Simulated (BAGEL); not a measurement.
**Si2NH6 (SMILES N[SiH][SiH3]): UHF/6-31G(d) (density fitting with qzvpp-jkfit, spherical functions)**

What is the vertical ionisation energy of Si2NH6 at UHF/6-31G* (density fitting with qzvpp-jkfit, spherical functions)? 

The results are computed with BAGEL 1.2.2.

1 further run of the same task is left out (set aside as unsound or not needed). Runs told in other sessions of the task aren't counted.

## 1. The molecule

Si2NH6 has 9 atoms, charge 0, and is taken as a doublet. SMILES: `N[SiH][SiH3]`. The coordinates come from a PBE0-D4/def2-TZVP relaxation. This is one conformer, not always the lowest.

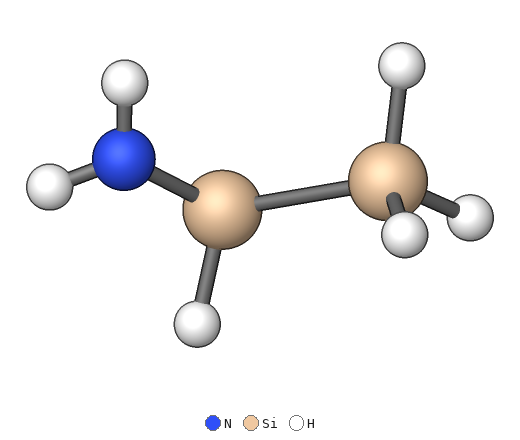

The structure, seen from a chosen angle (nitrogen blue, silicon light orange, hydrogen white).

## 2. A single-point energy at UHF/6-31G(d) (density fitting with qzvpp-jkfit, spherical functions)

The input, calc.json:

```json
{ "bagel" : [

{
  "title" : "molecule",
  "basis" : "6-31gs.json",
  "df_basis" : "qzvpp-jkfit",
  "angstrom" : "true",
  "geometry" : [
    { "atom" : "N", "xyz" : [      -0.800100,       0.840300,      -1.401300 ] },
    { "atom" : "Si", "xyz" : [      -0.412600,       0.902100,       0.278900 ] },
    { "atom" : "Si", "xyz" : [       0.627800,      -1.077000,       0.962500 ] },
    { "atom" : "H", "xyz" : [      -1.356700,       0.089900,      -1.777700 ] },
    { "atom" : "H", "xyz" : [      -0.920900,       1.689300,      -1.930000 ] },
    { "atom" : "H", "xyz" : [       0.461600,       2.102100,       0.448200 ] },
    { "atom" : "H", "xyz" : [       1.938500,      -1.353900,       0.307200 ] },
    { "atom" : "H", "xyz" : [      -0.282400,      -2.217000,       0.659800 ] },
    { "atom" : "H", "xyz" : [       0.833300,      -1.021900,       2.435300 ] }
  ]
},

{ "title" : "uhf", "nopen" : 1 },

{ "title" : "print", "file" : "orbitals.molden", "orbitals" : "true" }

]}
```

The basis set 6-31G* is read from a file made from the Basis Set Exchange's data (not shown).

Started as:

```console
$ BAGEL_NUM_THREADS=1 BAGEL calc.json > calc.out
```

Standard output:

```text
* using 1 threads per process

  ===============================================================
  ===============================================================

  *** Geometry ***

  { "atom" : "N", "xyz" : [     -1.511970,      1.587937,     -2.648073 ] },
  { "atom" : "Si", "xyz" : [     -0.779701,      1.704722,      0.527045 ] },
  { "atom" : "Si", "xyz" : [      1.186370,     -2.035235,      1.818861 ] },
  { "atom" : "H", "xyz" : [     -2.563791,      0.169886,     -3.359366 ] },
  { "atom" : "H", "xyz" : [     -1.740249,      3.192314,     -3.647171 ] },
  { "atom" : "H", "xyz" : [      0.872298,      3.972393,      0.846975 ] },
  { "atom" : "H", "xyz" : [      3.663234,     -2.558500,      0.580524 ] },
  { "atom" : "H", "xyz" : [     -0.533659,     -4.189523,      1.246841 ] },
  { "atom" : "H", "xyz" : [      1.574709,     -1.931111,      4.602050 ] },

  Number of auxiliary basis functions:      441

  Since a DF basis is specified, we compute 2- and 3-index integrals:
    o Being stored without compression. Storage requirement is 0.014 GB

  Number of basis functions:       62
  Number of electrons      :       41

    * METHOD: MOLECULE                             0.15

  *** Open-shell HF ***

  === Nuclear Repulsion ===
   142.9431639326

      * DIIS with orbital gradients will be used.

  === UHF iteration (6-31gs.json) ===
      0       -635.57321587          0.04341587           0.06
      1       -635.68838458          0.02594763           0.06
      2       -635.72296515          0.01610748           0.06
      3       -635.74211190          0.00125700           0.06
      4       -635.74267855          0.00031682           0.06
      5       -635.74274502          0.00013355           0.06
      6       -635.74276203          0.00003931           0.06
      7       -635.74276463          0.00001476           0.06
      8       -635.74276525          0.00000471           0.06
      9       -635.74276532          0.00000223           0.06
     10       -635.74276533          0.00000117           0.06
     11       -635.74276533          0.00000042           0.06
     12       -635.74276533          0.00000017           0.06
     13       -635.74276533          0.00000008           0.07
     14       -635.74276533          0.00000004           0.06
     15       -635.74276533          0.00000002           0.06
     16       -635.74276533          0.00000001           0.06
    * SCF iteration converged.

    * S^2 (UHF) is 0.7577

    * Permanent dipole moment:
           (    0.447111,    -0.176207,     0.434382) a.u.

    * METHOD: UHF                                  1.17

    * METHOD: PRINT                                0.01

  ===============================================================
```

It took 1.5 s on 1 thread of Arm Neoverse V2, shared host.

## 3. The singlet cation at the same level

The input, input.json:

```json
{ "bagel" : [

{
  "title" : "molecule",
  "basis" : "6-31gs.json",
  "df_basis" : "qzvpp-jkfit",
  "angstrom" : "true",
  "geometry" : [
    { "atom" : "N", "xyz" : [      -0.800100,       0.840300,      -1.401300 ] },
    { "atom" : "Si", "xyz" : [      -0.412600,       0.902100,       0.278900 ] },
    { "atom" : "Si", "xyz" : [       0.627800,      -1.077000,       0.962500 ] },
    { "atom" : "H", "xyz" : [      -1.356700,       0.089900,      -1.777700 ] },
    { "atom" : "H", "xyz" : [      -0.920900,       1.689300,      -1.930000 ] },
    { "atom" : "H", "xyz" : [       0.461600,       2.102100,       0.448200 ] },
    { "atom" : "H", "xyz" : [       1.938500,      -1.353900,       0.307200 ] },
    { "atom" : "H", "xyz" : [      -0.282400,      -2.217000,       0.659800 ] },
    { "atom" : "H", "xyz" : [       0.833300,      -1.021900,       2.435300 ] }
  ]
},

{
  "title" : "hf",
  "charge" : 1
},

{
  "title" : "print",
  "file" : "orbitals.molden",
  "orbitals" : "true"
}

]}
```

The basis set 6-31G* is read from a file made from the Basis Set Exchange's data (not shown).

Started as:

```console
$ BAGEL_NUM_THREADS=1 BAGEL input.json > input.out
```

Standard output:

```text
* using 1 threads per process

  ===============================================================
  ===============================================================

  *** Geometry ***

  { "atom" : "N", "xyz" : [     -1.511970,      1.587937,     -2.648073 ] },
  { "atom" : "Si", "xyz" : [     -0.779701,      1.704722,      0.527045 ] },
  { "atom" : "Si", "xyz" : [      1.186370,     -2.035235,      1.818861 ] },
  { "atom" : "H", "xyz" : [     -2.563791,      0.169886,     -3.359366 ] },
  { "atom" : "H", "xyz" : [     -1.740249,      3.192314,     -3.647171 ] },
  { "atom" : "H", "xyz" : [      0.872298,      3.972393,      0.846975 ] },
  { "atom" : "H", "xyz" : [      3.663234,     -2.558500,      0.580524 ] },
  { "atom" : "H", "xyz" : [     -0.533659,     -4.189523,      1.246841 ] },
  { "atom" : "H", "xyz" : [      1.574709,     -1.931111,      4.602050 ] },

  Number of auxiliary basis functions:      441

  Since a DF basis is specified, we compute 2- and 3-index integrals:
    o Being stored without compression. Storage requirement is 0.014 GB

  Number of basis functions:       62
  Number of electrons      :       41

    * METHOD: MOLECULE                             0.15

  *** RHF ***

  === Nuclear Repulsion ===
   142.9431639326

      * DIIS with orbital gradients will be used.

  === RHF iteration (6-31gs.json) ===
      0       -635.30902472          0.02210589           0.03
      1       -635.41987630          0.01604657           0.03
      2       -635.48976236          0.00198914           0.03
      3       -635.49171903          0.00030538           0.03
      4       -635.49177440          0.00009142           0.03
      5       -635.49178190          0.00002840           0.03
      6       -635.49178273          0.00000904           0.03
      7       -635.49178282          0.00000223           0.03
      8       -635.49178283          0.00000056           0.03
      9       -635.49178283          0.00000017           0.03
     10       -635.49178283          0.00000007           0.03
     11       -635.49178283          0.00000003           0.03
     12       -635.49178283          0.00000001           0.03
     13       -635.49178283          0.00000000           0.03
    * SCF iteration converged.

    * Permanent dipole moment:
           (    0.962606,    -0.982356,     0.263949) a.u.

    * METHOD: HF                                   0.50

    * METHOD: PRINT                                0.01

  ===============================================================
```

It took 0.8 s on 1 thread of Arm Neoverse V2, shared host.

## 4. Summary of results

Level: UHF/6-31G* (density fitting with qzvpp-jkfit, spherical functions).

| quantity | value |
| --- | --- |
| doublet Si2NH6: total energy | -635.74277 Eh |
| doublet Si2NH6: dipole moment | 1.65 D |
| doublet Si2NH6: ⟨S²⟩ | 0.758 |
| singlet cation: total energy | -635.49178 Eh |
| singlet cation: HOMO energy | -17.09 eV |
| singlet cation: LUMO energy | -5.90 eV |
| singlet cation: HOMO–LUMO gap | 11.18 eV |
| vertical ionisation energy (to the singlet cation) | 6.830 eV |

In words: Removing an electron at fixed nuclei costs 6.83 eV (157 kcal/mol).
